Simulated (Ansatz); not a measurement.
**AlHCl$_{3}$F: geometry relaxation**

System: AlHCl$_{3}$F.
Method: UKS BLYP-D4/cc-pVDZ (Ansatz 0.2.0).

It belongs to a series of runs on one base structure; here: end point A relaxed. Figures and captions count atoms from 1; the log counts them from 0 in places.

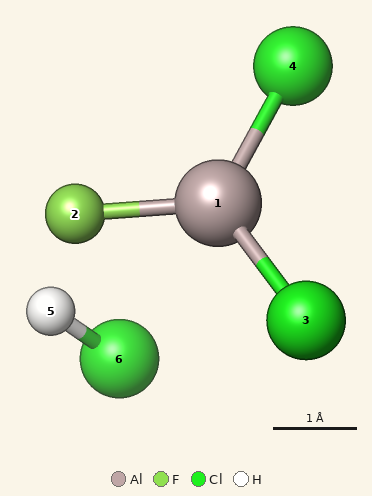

Figure 1. The input geometry (ball-and-stick view, seen at a tilt; atoms are numbered from 1 in the order of the input). Sticks mark near contacts. Bond lengths as drawn: Al–Cl 2.11 Å, Al–F 1.75 Å and Cl–H 1.32 Å.

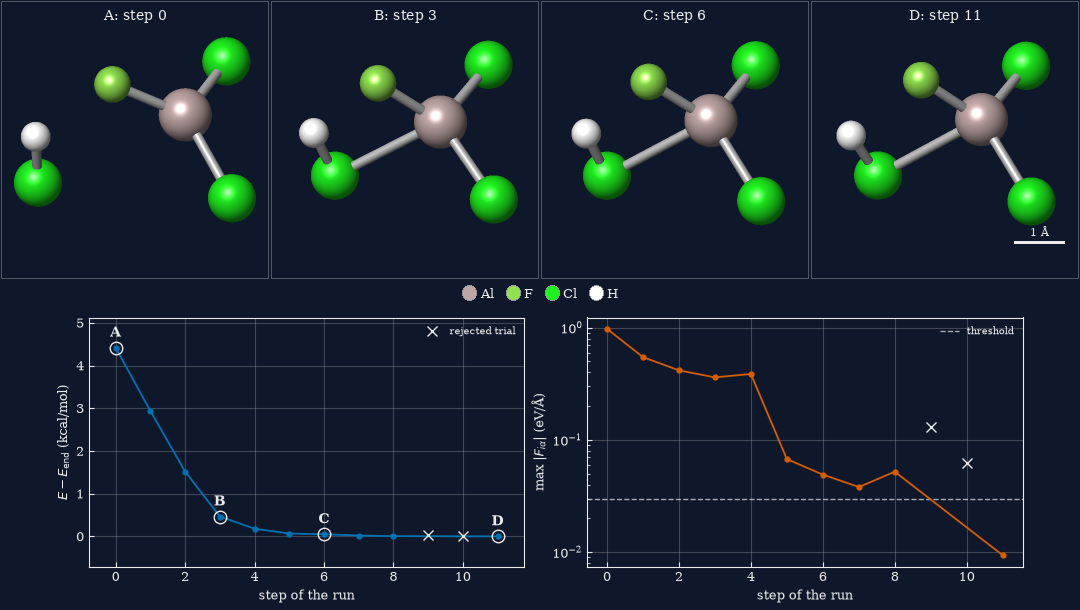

Figure 2. Frames of the relaxation (ball-and-stick view, seen at a tilt) above the curves, on which the letters mark them (the first geometry is step 0 here and step 1 in the log).

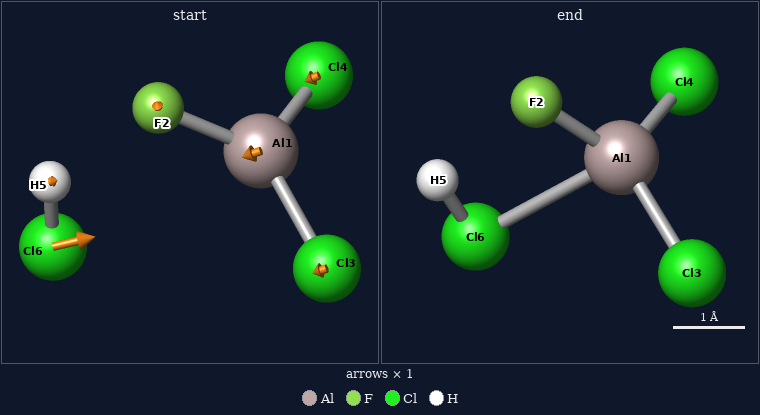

Figure 3. Before (left) and after (right) the relaxation, at one scale (ball-and-stick view, seen at a tilt). The orange arrows give the displacements, at true length. The energy falls by 4.42 kcal/mol in 11 geometry steps. The largest force component goes from 0.98 to 0.0094 eV/Å. The line search rejected the trial steps at points 9, 10 (counted from 0) and went back. The largest move after the best rigid fit is that of Cl6, 0.63 Å. Largest moves by element: Cl 0.63 Å, Al 0.31 Å, F 0.13 Å, H 0.12 Å. Distances before and after: Al1–Cl6 3.524 → 2.626 Å, Al1–F2 1.747 → 1.717 Å, Al1–Cl3 2.112 → 2.127 Å. Among the angles that change: Cl3–Al1–Cl4 123.3° → 120.7°. (Atoms are counted from 1 in the order of the input.)

The input that produced these results follows, with the program's output.

The input
```yaml
crystal:
  periodic: [false, false, false]
  atoms:
    - { symbol: Al, position_ang: [-0.78466, -0.551355, 0.383643] }
    - { symbol: F, position_ang: [-0.961253, 1.082568, -0.210316] }
    - { symbol: Cl, position_ang: [-1.126234, -2.152584, -0.951279] }
    - { symbol: Cl, position_ang: [-0.394316, -0.822321, 2.442354] }
    - { symbol: H, position_ang: [1.071041, 1.569883, -0.82003] }
    - { symbol: Cl, position_ang: [2.195522, 0.873709, -0.844472] }
magnetization:
  spin_polarized: true
basis:
  gaussian: { orbitals: cc-pVDZ }
hamiltonian:
  xc: blyp
  dispersion: d4
relax:
  f_tol: 0.03
  max_steps: 50
```

Launched with:
```bash
ansatz run input.yaml --threads 2 --pin off --max-ram 3072MiB --backend cpu --events-out ev --progress --plain --runs-dir out
```

What the program printed
```
The last accepted step is kept in [file] (removed where the run ends without a failure and the disk answers)
Engine: ansatz 0.2.0, x86_64-unknown-linux-gnu
Functional definition: BLYP
  parameter beta = 0.0042
  parameter a = 0.04918
  parameter b = 0.132
  parameter c = 0.2533
  parameter d = 0.349
  exchange = b88_x(beta = beta)
  correlation = lyp_c(a = a, b = b, c = c, d = d)
1239 factors; their error is unknown
mean field evaluation 1: about -46900.4198 eV, gradient 3.0e1 eV
mean field evaluation 2: about -46882.8158 eV, gradient 7.9e1 eV
mean field evaluation 4: about -46903.6573 eV, gradient 3.6e0 eV
mean field evaluation 8: about -46903.6355 eV, gradient 7.3e-2 eV
mean field -46903.63554983 eV, -1723.6768140303 hartree, gradient 6.6e-5 eV, S^2 0.000000; 0 other end points of the search recorded, 0 dependent functions left out
the calculation of the forces begins
reference -46903.63590785 eV, -1723.6768271871 hartree; 37, 37 occupied and 54, 54 virtual orbitals, 1239 factors
relax step   1: F+E_penalty+E_count = -46903.97633516 eV  Δ(F+E_penalty+E_count) = +0.000e0 eV  max|allowed force component| = 9.760e-1 eV/Å  Δτ_max = 0.0000 Å  (27 SCF iters, accepted)
these checks for a lower state are left out or cut short: starts, cluster_reference, orbital_swaps, neighbouring_geometries, increment
1239 factors; their error is unknown
mean field evaluation 16: about -46903.6996 eV, gradient 2.4e0 eV
mean field -46903.68368375 eV, -1723.6785829191 hartree, gradient 2.3e-5 eV, S^2 0.000000; 0 other end points of the search recorded, 0 dependent functions left out
the calculation of the forces begins
reference -46903.68403737 eV, -1723.6785959143 hartree; 37, 37 occupied and 54, 54 virtual orbitals, 1239 factors
relax step   2: F+E_penalty+E_count = -46904.04058345 eV  Δ(F+E_penalty+E_count) = -6.425e-2 eV  max|allowed force component| = 5.462e-1 eV/Å  Δτ_max = 0.1950 Å  (28 SCF iters, accepted)
these checks for a lower state are left out or cut short: starts, cluster_reference, orbital_swaps, neighbouring_geometries, increment
1239 factors; their error is unknown
mean field -46903.73786435 eV, -1723.6805740193 hartree, gradient 6.2e-6 eV, S^2 0.000000; 0 other end points of the search recorded, 0 dependent functions left out
the calculation of the forces begins
reference -46903.73821360 eV, -1723.6805868543 hartree; 37, 37 occupied and 54, 54 virtual orbitals, 1239 factors
relax step   3: F+E_penalty+E_count = -46904.10205761 eV  Δ(F+E_penalty+E_count) = -6.147e-2 eV  max|allowed force component| = 4.164e-1 eV/Å  Δτ_max = 0.1944 Å  (29 SCF iters, accepted)
these checks for a lower state are left out or cut short: starts, cluster_reference, orbital_swaps, neighbouring_geometries, increment
1239 factors; their error is unknown
mean field evaluation 32: about -46903.7641 eV, gradient 1.4e-1 eV
mean field -46903.76428647 eV, -1723.6815450145 hartree, gradient 1.5e-5 eV, S^2 0.000000; 0 other end points of the search recorded, 0 dependent functions left out
the calculation of the forces begins
reference -46903.76463120 eV, -1723.6815576830 hartree; 37, 37 occupied and 54, 54 virtual orbitals, 1239 factors
relax step   4: F+E_penalty+E_count = -46904.14775867 eV  Δ(F+E_penalty+E_count) = -4.570e-2 eV  max|allowed force component| = 3.604e-1 eV/Å  Δτ_max = 0.1951 Å  (29 SCF iters, accepted)
these checks for a lower state are left out or cut short: starts, cluster_reference, orbital_swaps, neighbouring_geometries, increment
1239 factors; their error is unknown
mean field -46903.77077495 eV, -1723.6817834616 hartree, gradient 5.9e-5 eV, S^2 0.000000; 0 other end points of the search recorded, 0 dependent functions left out
the calculation of the forces begins
reference -46903.77111800 eV, -1723.6817960687 hartree; 37, 37 occupied and 54, 54 virtual orbitals, 1239 factors
relax step   5: F+E_penalty+E_count = -46904.16013757 eV  Δ(F+E_penalty+E_count) = -1.238e-2 eV  max|allowed force component| = 3.865e-1 eV/Å  Δτ_max = 0.0837 Å  (27 SCF iters, accepted)
these checks for a lower state are left out or cut short: starts, cluster_reference, orbital_swaps, neighbouring_geometries, increment
1239 factors; their error is unknown
mean field -46903.77756510 eV, -1723.6820329952 hartree, gradient 4.3e-5 eV, S^2 0.000000; 0 other end points of the search recorded, 0 dependent functions left out
the calculation of the forces begins
reference -46903.77790819 eV, -1723.6820456034 hartree; 37, 37 occupied and 54, 54 virtual orbitals, 1239 factors
relax step   6: F+E_penalty+E_count = -46904.16505105 eV  Δ(F+E_penalty+E_count) = -4.913e-3 eV  max|allowed force component| = 6.743e-2 eV/Å  Δτ_max = 0.0284 Å  (26 SCF iters, accepted)
these checks for a lower state are left out or cut short: starts, cluster_reference, orbital_swaps, neighbouring_geometries, increment
1239 factors; their error is unknown
mean field -46903.77805950 eV, -1723.6820511641 hartree, gradient 3.9e-5 eV, S^2 0.000000; 0 other end points of the search recorded, 0 dependent functions left out
the calculation of the forces begins
reference -46903.77840277 eV, -1723.6820637788 hartree; 37, 37 occupied and 54, 54 virtual orbitals, 1239 factors
relax step   7: F+E_penalty+E_count = -46904.16579501 eV  Δ(F+E_penalty+E_count) = -7.440e-4 eV  max|allowed force component| = 4.905e-2 eV/Å  Δτ_max = 0.0153 Å  (27 SCF iters, accepted)
these checks for a lower state are left out or cut short: starts, cluster_reference, orbital_swaps, neighbouring_geometries, increment
1239 factors; their error is unknown
mean field -46903.77945700 eV, -1723.6821025211 hartree, gradient 3.7e-5 eV, S^2 0.000000; 0 other end points of the search recorded, 0 dependent functions left out
the calculation of the forces begins
reference -46903.77980101 eV, -1723.6821151633 hartree; 37, 37 occupied and 54, 54 virtual orbitals, 1239 factors
relax step   8: F+E_penalty+E_count = -46904.16706846 eV  Δ(F+E_penalty+E_count) = -1.273e-3 eV  max|allowed force component| = 3.800e-2 eV/Å  Δτ_max = 0.0493 Å  (26 SCF iters, accepted)
these checks for a lower state are left out or cut short: starts, cluster_reference, orbital_swaps, neighbouring_geometries, increment
1239 factors; their error is unknown
mean field -46903.78038919 eV, -1723.6821367783 hartree, gradient 6.5e-5 eV, S^2 0.000000; 0 other end points of the search recorded, 0 dependent functions left out
the calculation of the forces begins
reference -46903.78073429 eV, -1723.6821494608 hartree; 37, 37 occupied and 54, 54 virtual orbitals, 1239 factors
relax step   9: F+E_penalty+E_count = -46904.16768967 eV  Δ(F+E_penalty+E_count) = -6.212e-4 eV  max|allowed force component| = 5.202e-2 eV/Å  Δτ_max = 0.0714 Å  (26 SCF iters, accepted)
these checks for a lower state are left out or cut short: starts, cluster_reference, orbital_swaps, neighbouring_geometries, increment
1239 factors; their error is unknown
mean field evaluation 64: about -46903.7792 eV, gradient 4.0e-2 eV
mean field -46903.77918005 eV, -1723.6820923434 hartree, gradient 4.3e-5 eV, S^2 0.000000; 0 other end points of the search recorded, 0 dependent functions left out
the calculation of the forces begins
reference -46903.77952455 eV, -1723.6821050036 hartree; 37, 37 occupied and 54, 54 virtual orbitals, 1239 factors
relax step  10: F+E_penalty+E_count = -46904.16688210 eV  Δ(F+E_penalty+E_count) = +8.076e-4 eV  max|allowed force component| = 1.290e-1 eV/Å  Δτ_max = 0.0302 Å  (26 SCF iters, rejected (line search))
these checks for a lower state are left out or cut short: starts, cluster_reference, orbital_swaps, neighbouring_geometries, increment
1239 factors; their error is unknown
mean field -46903.78021497 eV, -1723.6821303759 hartree, gradient 4.8e-5 eV, S^2 0.000000; 0 other end points of the search recorded, 0 dependent functions left out
the calculation of the forces begins
reference -46903.78055979 eV, -1723.6821430480 hartree; 37, 37 occupied and 54, 54 virtual orbitals, 1239 factors
relax step  11: F+E_penalty+E_count = -46904.16746469 eV  Δ(F+E_penalty+E_count) = +2.250e-4 eV  max|allowed force component| = 6.252e-2 eV/Å  Δτ_max = 0.0151 Å  (26 SCF iters, rejected (line search))
these checks for a lower state are left out or cut short: starts, cluster_reference, orbital_swaps, neighbouring_geometries, increment
1239 factors; their error is unknown
mean field -46903.78066350 eV, -1723.6821468591 hartree, gradient 1.6e-5 eV, S^2 0.000000; 0 other end points of the search recorded, 0 dependent functions left out
the calculation of the forces begins
reference -46903.78100849 eV, -1723.6821595373 hartree; 37, 37 occupied and 54, 54 virtual orbitals, 1239 factors
relax step  12: F+E_penalty+E_count = -46904.16794402 eV  Δ(F+E_penalty+E_count) = -2.543e-4 eV  max|allowed force component| = 9.373e-3 eV/Å  Δτ_max = 0.0076 Å  (25 SCF iters, accepted)
1239 factors; their error is unknown
mean field -46903.78066350 eV, -1723.6821468591 hartree, gradient 1.6e-5 eV, S^2 0.000000; 1 other end points of the search recorded, 0 dependent functions left out
the calculation of the forces begins
reference -46903.78100849 eV, -1723.6821595373 hartree; 37, 37 occupied and 54, 54 virtual orbitals, 1239 factors
Total energy: -46904.16828901 eV, -1723.6963918338 hartree
Atom 0 at    -0.544418    -0.395357     0.272685 Å, force    -0.001088    -0.003124     0.000501 eV/Å
Atom 1 at    -1.058363     1.166333    -0.222131 Å, force    -0.001495     0.009373    -0.002265 eV/Å
Atom 2 at    -0.947560    -2.028806    -1.028558 Å, force     0.001534    -0.002790    -0.000859 eV/Å
Atom 3 at    -0.208553    -0.715926     2.348359 Å, force     0.002402    -0.001235     0.001245 eV/Å
Atom 4 at     0.975361     1.498587    -0.794345 Å, force     0.001012    -0.004373     0.000592 eV/Å
Atom 5 at     1.783633     0.475068    -0.576110 Å, force    -0.002364     0.002148     0.000786 eV/Å
Dipole moment:     0.406959     0.317336    -0.211914 e Å
```

Trajectory as extended XYZ (Å, eV, eV/Å), 12 frames, from step=1 to step=12
```
6
Properties=species:S:1:pos:R:3:forces:R:3 step=1 energy=-46903.97633
Al   -0.7847   -0.5514    0.3836    0.0515   0.9760  -0.3845
F    -0.9613    1.0826   -0.2103    0.1740  -0.8841   0.3029
Cl   -1.1262   -2.1526   -0.9513   -0.0028   0.0006   0.0003
Cl   -0.3943   -0.8223    2.4424    0.0005  -0.0060   0.0006
H     1.0710    1.5699   -0.8200    0.1092  -0.1341   0.0080
Cl    2.1955    0.8737   -0.8445   -0.3323   0.0476   0.0726
6
Properties=species:S:1:pos:R:3:forces:R:3 step=2 energy=-46904.04058
Al   -0.7111   -0.5138    0.3537    0.1487   0.5462  -0.2362
F    -0.9109    1.1027   -0.2273   -0.0440  -0.4044   0.1625
Cl   -1.0846   -2.1203   -0.9679   -0.0063  -0.0083  -0.0167
Cl   -0.3514   -0.7978    2.4173    0.0038  -0.0002   0.0171
H     1.0013    1.5645   -0.8143    0.1285  -0.1850   0.0319
Cl    2.0569    0.7645   -0.7615   -0.2307   0.0517   0.0414
6
Properties=species:S:1:pos:R:3:forces:R:3 step=3 energy=-46904.10206
Al   -0.5397   -0.4464    0.2913   -0.1629   0.2108  -0.0459
F    -0.9740    1.1440   -0.2293    0.1958  -0.1958   0.0298
Cl   -1.0450   -2.0709   -0.9821    0.1288   0.0621  -0.0214
Cl   -0.3134   -0.7615    2.3804    0.1204   0.0384  -0.0704
H     0.9240    1.4907   -0.7780    0.1344  -0.0931   0.0028
Cl    1.9482    0.6439   -0.6824   -0.4164  -0.0224   0.1050
6
Properties=species:S:1:pos:R:3:forces:R:3 step=4 energy=-46904.14776
Al   -0.4719   -0.4155    0.2649   -0.1724   0.1809  -0.0342
F    -0.9500    1.1704   -0.2460    0.0063  -0.0739   0.0279
Cl   -0.9988   -2.0422   -0.9951    0.0737  -0.0079  -0.0670
Cl   -0.2689   -0.7398    2.3542    0.0958   0.0268   0.0225
H     0.8808    1.4963   -0.7719    0.2449  -0.3604   0.0820
Cl    1.8089    0.5307   -0.6061   -0.2483   0.2345  -0.0311
6
Properties=species:S:1:pos:R:3:forces:R:3 step=5 energy=-46904.16014
Al   -0.4908   -0.3856    0.2571   -0.0125  -0.3865   0.1554
F    -0.9792    1.1806   -0.2434   -0.0614   0.2995  -0.1047
Cl   -0.9577   -2.0120   -1.0327    0.0226   0.0228   0.0011
Cl   -0.2201   -0.6992    2.3441    0.0184   0.0119  -0.0249
H     0.8513    1.4250   -0.7395    0.1151  -0.0336  -0.0127
Cl    1.7967    0.4911   -0.5856   -0.0820   0.0859  -0.0142
6
Properties=species:S:1:pos:R:3:forces:R:3 step=6 energy=-46904.16505
Al   -0.5143   -0.3980    0.2671   -0.0001   0.0424  -0.0122
F    -0.9808    1.1872   -0.2456   -0.0079  -0.0674   0.0243
Cl   -0.9556   -2.0190   -1.0368    0.0017   0.0206   0.0177
Cl   -0.2143   -0.7030    2.3502   -0.0082   0.0018  -0.0254
H     0.8687    1.4369   -0.7506    0.0290   0.0018  -0.0048
Cl    1.7964    0.4958   -0.5845   -0.0144   0.0009   0.0004
6
Properties=species:S:1:pos:R:3:forces:R:3 step=7 energy=-46904.16580
Al   -0.5156   -0.3985    0.2678   -0.0074   0.0491  -0.0180
F    -0.9906    1.1818   -0.2426   -0.0045  -0.0321   0.0147
Cl   -0.9551   -2.0181   -1.0344   -0.0022  -0.0152  -0.0083
Cl   -0.2156   -0.7034    2.3486    0.0039  -0.0048   0.0144
H     0.8812    1.4452   -0.7534    0.0324  -0.0080  -0.0052
Cl    1.7959    0.4929   -0.5861   -0.0221   0.0112   0.0024
6
Properties=species:S:1:pos:R:3:forces:R:3 step=8 energy=-46904.16707
Al   -0.5261   -0.3989    0.2702   -0.0073   0.0191  -0.0076
F    -1.0205    1.1710   -0.2319   -0.0066   0.0250  -0.0080
Cl   -0.9537   -2.0201   -1.0338    0.0014  -0.0308  -0.0142
Cl   -0.2133   -0.7057    2.3485    0.0109  -0.0141   0.0306
H     0.9207    1.4681   -0.7721    0.0380  -0.0283   0.0026
Cl    1.7930    0.4855   -0.5810   -0.0363   0.0291  -0.0034
6
Properties=species:S:1:pos:R:3:forces:R:3 step=9 energy=-46904.16769
Al   -0.5424   -0.3973    0.2735   -0.0079  -0.0140  -0.0003
F    -1.0628    1.1604   -0.2204   -0.0042   0.0520  -0.0131
Cl   -0.9486   -2.0264   -1.0305    0.0045  -0.0247  -0.0070
Cl   -0.2098   -0.7122    2.3494    0.0117  -0.0107   0.0169
H     0.9800    1.5018   -0.7931    0.0063  -0.0148   0.0008
Cl    1.7837    0.4735   -0.5790   -0.0104   0.0122   0.0026
6
Properties=species:S:1:pos:R:3:forces:R:3 step=10 energy=-46904.16688 accepted=F
Al   -0.5399   -0.3917    0.2708   -0.0197   0.0135  -0.0038
F    -1.0437    1.1768   -0.2305    0.0069  -0.0733   0.0339
Cl   -0.9438   -2.0298   -1.0290   -0.0007   0.0360   0.0248
Cl   -0.2074   -0.7162    2.3497   -0.0126   0.0161  -0.0488
H     0.9574    1.4860   -0.7808   -0.0978   0.1290  -0.0318
Cl    1.7776    0.4749   -0.5802    0.1238  -0.1213   0.0258
6
Properties=species:S:1:pos:R:3:forces:R:3 step=11 energy=-46904.16746 accepted=F
Al   -0.5571   -0.3937    0.2737    0.0625  -0.0117   0.0051
F    -1.0593    1.1711   -0.2218   -0.0166   0.0038  -0.0044
Cl   -0.9425   -2.0293   -1.0297   -0.0159   0.0041   0.0003
Cl   -0.2022   -0.7162    2.3461   -0.0175   0.0015  -0.0012
H     0.9742    1.4934   -0.7957    0.0096  -0.0025   0.0012
Cl    1.7870    0.4746   -0.5727   -0.0221   0.0048  -0.0010
6
Properties=species:S:1:pos:R:3:forces:R:3 step=12 energy=-46904.16794
Al   -0.5444   -0.3954    0.2727   -0.0011  -0.0031   0.0005
F    -1.0584    1.1663   -0.2221   -0.0015   0.0094  -0.0023
Cl   -0.9476   -2.0288   -1.0286    0.0015  -0.0028  -0.0009
Cl   -0.2086   -0.7159    2.3484    0.0024  -0.0012   0.0012
H     0.9754    1.4986   -0.7943    0.0010  -0.0044   0.0006
Cl    1.7836    0.4751   -0.5761   -0.0024   0.0021   0.0008
```

Summary

| quantity | value |
| --- | --- |
| outcome | converged |
| total energy | −46904.1683 eV |
| mean-field energy | −46903.7810 eV |
| largest force (length of the vector) at the end | 0.010 eV/Å |
| hardware | 2 threads of Intel Xeon (Granite Rapids), 16 GiB of memory available, shared host |
| wall time | 24 s (CPU time 45 s) |
| peak memory | 0.2 GiB |
